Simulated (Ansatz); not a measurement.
# CH4ClF2NTi (SMILES C[NH][Ti]([F])([F])[Cl]): what the fields show

```yaml
atoms:
  - { symbol: C, position_ang: [-1.0190, -0.8745, 0.5923] }
  - { symbol: N, position_ang: [-0.1008, -0.4749, -0.4513] }
  - { symbol: Ti, position_ang: [1.1198, 0.8977, -0.3750] }
  - { symbol: F, position_ang: [2.2262, 0.6586, -1.7113] }
  - { symbol: F, position_ang: [1.8439, 0.8528, 1.2247] }
  - { symbol: Cl, position_ang: [0.0206, 2.8032, -0.5962] }
  - { symbol: H, position_ang: [-0.8066, -0.3204, 1.5088] }
  - { symbol: H, position_ang: [-0.9219, -1.9407, 0.8192] }
  - { symbol: H, position_ang: [-2.0568, -0.6682, 0.3107] }
  - { symbol: H, position_ang: [-0.2225, -0.9848, -1.3188] }
```

Geometry: PBE0-D4/def2-TZVP.

Theory: RKS PBE0-D4/def2-TZVPP in Ansatz 0.2.0.

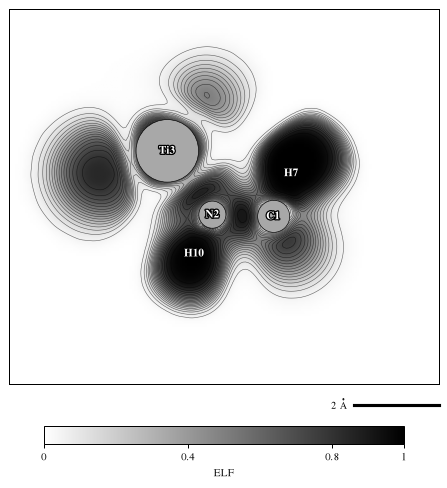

Figure 1. Electron localisation function on the plane of atoms Ti3, N2 and H10. Grey discs cover the atomic cores.

What does the map show?

Answer. The plane passes through C, N, Ti and H nuclei.
C–N (1.45 Å): the ELF peaks at about 0.90 between the atoms: a covalent bond.
Ti–N (1.84 Å): the ELF peaks at about 0.85 in the valence shell of N, 0.6 Å from its nucleus, and is about 0.35 at the midpoint.
N–H (1.01 Å): the ELF climbs to about 1 towards the hydrogen, as it does in any bond to H; a covalent bond by its length.
C–H (1.09 Å): the ELF climbs to about 1 towards the hydrogen: a covalent bond by its length.

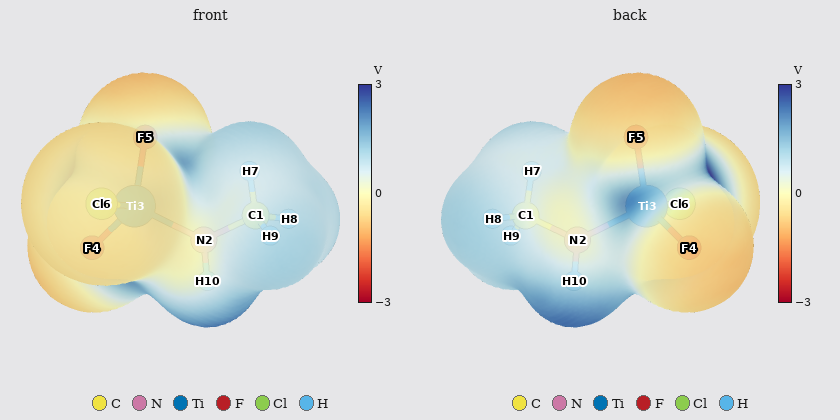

Figure 2. The electrostatic potential painted on the density surface at 0.002 e/bohr³, seen from the front and from behind; the colour scale runs from red (negative) to blue (positive).

Which sites attract a positive test charge, and which a negative one?

Answer. A positive charge is drawn to the negative regions and a negative charge to the positive ones. The most negative region (about −0.9 V) lies over F5, the most positive (about +2.5 V) over Ti3.

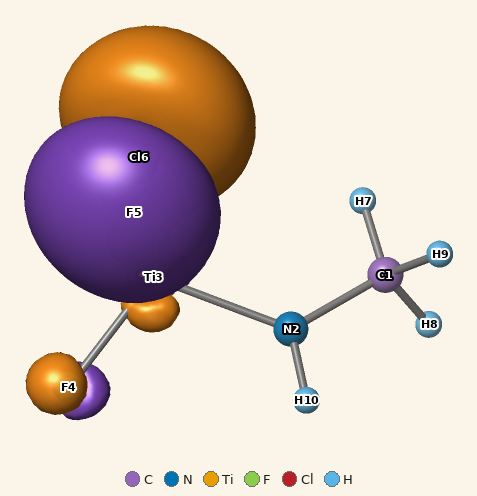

Figure 3. The HOMO−1 at ±0.1 Å⁻³ᐟ² (orange and purple are the two phases), seen at a tilt.

What is the character of this orbital?

Answer. By Hirshfeld shares it lies mainly on Cl6 (about 85 %) and Ti3 (about 10 %); largely a lone pair of Cl6. Its energy is −9.29 eV.
